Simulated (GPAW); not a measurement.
Consider ZnAg (Cmmm).

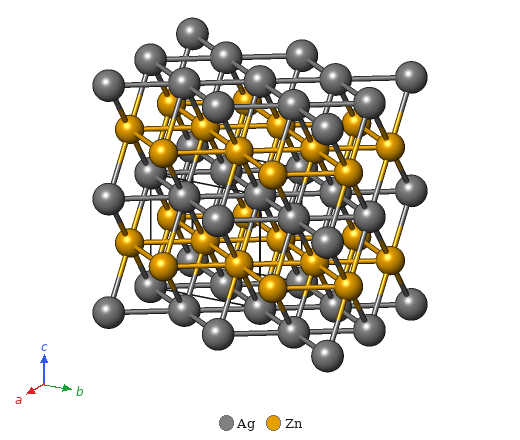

The structure (silver grey, zinc orange). 2×2×2 conventional cells are drawn. Some periodic images of atoms are drawn too.

```cif
data_structure
_symmetry_space_group_name_H-M 'P 1'
_symmetry_Int_Tables_number 1
_cell_length_a 2.7737
_cell_length_b 2.7737
_cell_length_c 4.4292
_cell_angle_alpha 90.000
_cell_angle_beta 90.000
_cell_angle_gamma 112.011
_cell_volume 31.59
loop_
_atom_site_label
_atom_site_type_symbol
_atom_site_fract_x
_atom_site_fract_y
_atom_site_fract_z
_atom_site_occupancy
Ag1 Ag 0.00000 0.00000 0.00000 1
Zn2 Zn 0.50000 0.50000 0.50000 1
```

Absorber: atom 2, with 4 Ag at 2.70 Å, 4 Zn at 2.77 Å, 2 Zn at 3.10 Å and 4 Ag at 3.19 Å (cube and octahedron, as in bcc, site symmetry mmm). Method: GPAW, LDA, excited-electron core hole (neutral cell), 16-atom cell with 6.8 Å between holes, 3×3×4 k points, dipole transitions, Gaussian full width 1.67 eV up to 4 eV, rising linearly to 3.5 eV at 25 eV.

Predict the near-edge structure at the Zn K edge.

Main maxima up to 30 eV above the zero (height): 4.6 eV (1.28), 7.2 eV (1.46), 10.8 eV (1.44) and 27.2 eV (1.01). A K edge sees empty p states on the absorber. The total-energy difference is 9671.83 eV. One term is added: -30.82 eV, since the hole is spin-paired here and a spin-polarised one costs that much less in the free atom (computed apart). The photon energy is then 9641.01 eV. The tabulated edge of the element is 9659 eV. The functional leaves an error in such absolute values: in the free atom LDA prices this hole 19.1 eV below PBE (computed apart), and PBE is itself good to a few eV.

The Zn K spectrum (energy from the lowest empty level; intensity scaled to a mean of 1 over the first 20 eV; polarised curves are means over the symmetry-equivalent atoms):

| E (eV) | isotropic | ε ∥ x | ε ∥ y | ε ∥ z |
| --- | --- | --- | --- | --- |
| -2.0 | 0.00 | 0.00 | 0.00 | 0.00 |
| -0.5 | 0.19 | 0.22 | 0.17 | 0.17 |
| 1.0 | 0.56 | 0.63 | 0.56 | 0.50 |
| 2.5 | 0.88 | 0.89 | 1.03 | 0.72 |
| 4.0 | 1.21 | 1.12 | 1.38 | 1.12 |
| 5.5 | 1.22 | 1.33 | 1.25 | 1.07 |
| 7.0 | 1.44 | 1.34 | 1.35 | 1.63 |
| 8.5 | 1.19 | 1.12 | 1.26 | 1.18 |
| 10.0 | 1.28 | 1.19 | 1.37 | 1.27 |
| 11.5 | 1.35 | 1.40 | 1.29 | 1.37 |
| 13.0 | 1.01 | 1.15 | 0.88 | 1.00 |
| 14.5 | 0.85 | 0.85 | 0.69 | 1.02 |
| 16.0 | 0.67 | 0.68 | 0.61 | 0.72 |
| 17.5 | 0.65 | 0.67 | 0.71 | 0.58 |
| 19.0 | 0.78 | 0.77 | 0.89 | 0.68 |
| 20.5 | 0.88 | 0.86 | 0.96 | 0.82 |
| 22.0 | 0.90 | 0.86 | 0.91 | 0.93 |
| 23.5 | 0.90 | 0.86 | 0.94 | 0.90 |
| 25.0 | 0.93 | 0.90 | 1.04 | 0.85 |
| 26.5 | 1.00 | 0.98 | 1.07 | 0.95 |
| 28.0 | 1.00 | 1.00 | 0.94 | 1.05 |
| 29.5 | 0.91 | 0.90 | 0.79 | 1.03 |
| 31.0 | 0.85 | 0.85 | 0.75 | 0.96 |

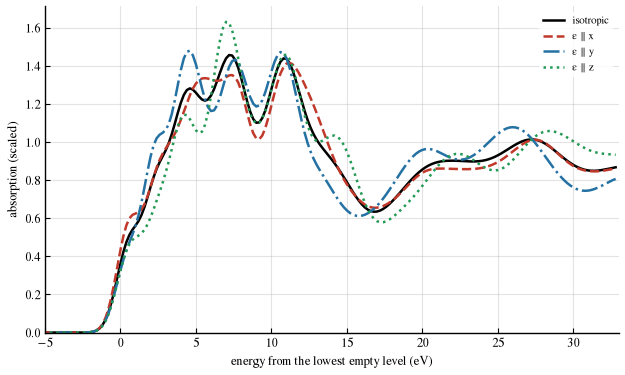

The Zn K edge.

The script folds with a Gaussian, whereas the core hole's own line is a Lorentzian, so the onset is too steep and the first peak too high. The mesh is coarse (0.35 Å⁻¹ between points), so small maxima may be mesh ripples. The structure is a computed Materials Project entry and may be a hypothetical form.

[Banner, clock and machine lines of the logs are left out without a mark of their own.]

[Logs are printed without paths, hosts, clocks, repeated set-up lines and the standing remarks that a program may print on its own settings, such as how far it seeks lower states.]

[Hosts, paths, dates, database ids (printed as entryN), source tags and the programs' standing remarks are cut or masked in the printed files.]

[Lists of maxima count a maximum above −3 eV only where it reaches 4 % of the highest in the window and stands out from its surroundings by 2 % of it (1.5 % where it reaches 55 %); shoulders and weaker maxima are passed over, and of the rest the first, up to two pre-edge ones and the few strongest are named.]
